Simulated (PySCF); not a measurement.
**GeClF (SMILES [F][Ge][Cl]): r2SCAN/STO-3G**

Aim: the vertical singlet–triplet gap of GeClF at r2SCAN/STO-3G, from 2 runs. 

The calculation is run with PySCF 2.14.0.

24 further runs of the same task are left out: 10 that didn't finish, 14 set aside as unsound or not needed.

## 1. The structure to begin with

GeClF has 3 atoms, charge 0, and is taken as a singlet. As SMILES, `[F][Ge][Cl]`. The coordinates come from a PBE0-D4/def2-TZVP relaxation.

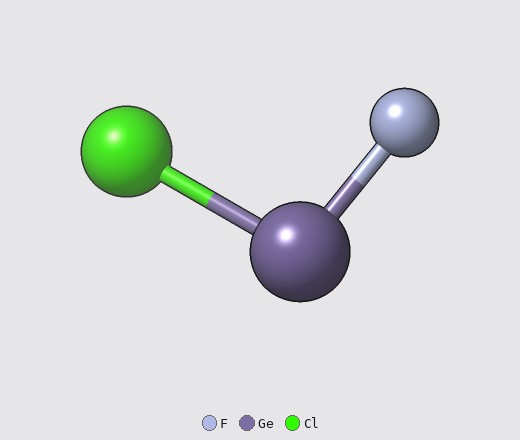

The structure, seen from a chosen angle (fluorine light blue, germanium purple, chlorine green).

## 2. A single-point energy at r2SCAN/STO-3G

The input, job.py:

```python
from pyscf import gto, dft

system = gto.M(
    atom='''
F      0.110400     1.418700     0.206200
Ge    -0.762800     0.035600    -0.410300
Cl     0.641600    -1.519100     0.191000
''',
    max_memory=1860,
    basis='sto-3g',
    spin=0,
    verbose=4,
)

mf = dft.RKS(system, xc='r2scan')
mf.conv_tol = 1e-10
mf.grids.level = 5
mf.kernel()
if not mf.converged:
    mf = mf.newton().run(mf.mo_coeff, mf.mo_occ)

e_tot = mf.e_tot
print('Final energy', e_tot)
```

On the command line:

```
$ OMP_NUM_THREADS=1 python job.py
```

Output:

```text
PySCF version 2.14.0

[INPUT] num. atoms = 3
[INPUT] num. electrons = 58
[INPUT] charge = 0
[INPUT] spin (= nelec alpha-beta = 2S) = 0
[INPUT] symmetry False subgroup None
[INPUT] Mole.unit = angstrom
[INPUT] Symbol           X                Y                Z      unit          X                Y                Z       unit  Magmom
[INPUT]  1 F      0.110400000000   1.418700000000   0.206200000000 AA    0.208625764152   2.680954452920   0.389661526885 Bohr   0.0
[INPUT]  2 Ge    -0.762800000000   0.035600000000  -0.410300000000 AA   -1.441483087818   0.067274250035  -0.775354628909 Bohr   0.0
[INPUT]  3 Cl     0.641600000000  -1.519100000000   0.191000000000 AA    1.212448281521  -2.870682955827   0.360937689792 Bohr   0.0

nuclear repulsion = 246.377352051105
number of shells = 16
number of NR pGTOs = 96
number of NR cGTOs = 32
basis = sto-3g
ecp = {}

[... 56 lines left out ...]
converged SCF energy = -2606.7067659416
Final energy -2606.7067659415984
```

Wall time 5.4 s (1 thread of Intel Xeon Platinum 8488C (Sapphire Rapids), shared host); peak memory 0.25 GiB.

## 3. The triplet at the same level

The input, run.py:

```python
from pyscf import gto, dft

system = gto.Mole()
system.atom = '''
F    0.110400   1.418700   0.206200
Ge  -0.762800   0.035600  -0.410300
Cl   0.641600  -1.519100   0.191000
'''
system.max_memory = 1860
system.spin = 2
system.basis = 'sto-3g'
system.verbose = 3
system.build()

myscf = dft.UKS(system, xc='r2scan')
myscf.grids.level = 5
myscf.conv_tol = 1e-10
myscf.kernel()
if not myscf.converged:
    myscf = myscf.newton().run(myscf.mo_coeff, myscf.mo_occ)

energy = myscf.e_tot
print('E = %.10f Eh' % energy)
```

On the command line:

```
$ OMP_NUM_THREADS=1 python run.py
```

Output:

```text
WARN: HOMO -0.358105180930699 >= LUMO -0.516267094282709

WARN: HOMO 0.036468592631611 >= LUMO 0.0371645912610227

WARN: HOMO -0.0510687420879425 >= LUMO -0.126163184989171

WARN: HOMO -0.0531614602827175 >= LUMO -0.130374562353094

WARN: HOMO -0.0585549617778089 >= LUMO -0.134788476352001

WARN: HOMO -0.0561124276258857 >= LUMO -0.133527643524986

WARN: HOMO -0.0562601307354319 >= LUMO -0.13284967439676

WARN: HOMO -0.056172891777791 >= LUMO -0.132818170967226

WARN: HOMO -0.0561822589837896 >= LUMO -0.132798616925882

WARN: HOMO -0.0561890881920397 >= LUMO -0.132811657553607

WARN: HOMO -0.0561888611416582 >= LUMO -0.132809300655071

WARN: HOMO -0.0561890337567613 >= LUMO -0.132809896048328

WARN: HOMO -0.0561889668197678 >= LUMO -0.132809814354552

converged SCF energy = -2606.6165635851  <S^2> = 2.0020916  2S+1 = 3.001394
E = -2606.6165635851 Eh
```

Wall time 15 s (1 thread of Intel Xeon Platinum 8488C (Sapphire Rapids), shared host); peak memory 0.26 GiB.

## 4. What came out

Level: r2SCAN/STO-3G.

```
                                        quantity           value
                           singlet: total energy  -2606.70677 Eh
                          singlet: dipole moment          2.31 D
                            singlet: HOMO energy        -2.43 eV
                            singlet: LUMO energy        -0.49 eV
                          singlet: HOMO–LUMO gap         1.94 eV
                           triplet: total energy  -2606.61656 Eh
                          triplet: dipole moment          2.22 D
     triplet: HOMO energy (highest over α and β)        -1.53 eV
                                   triplet: ⟨S²⟩           2.002
vertical energy of the triplet above the singlet        2.455 eV
```

In words: At this shape the triplet lies 2.45 eV (237 kJ/mol) above the singlet. In a minimal basis such a difference can be off by several eV, whatever the method. Mulliken charges (singlet) run from -0.34 on Cl3 to +0.49 on Ge2. Mulliken charges (triplet) run from -0.27 on Cl3 to +0.38 on Ge2.
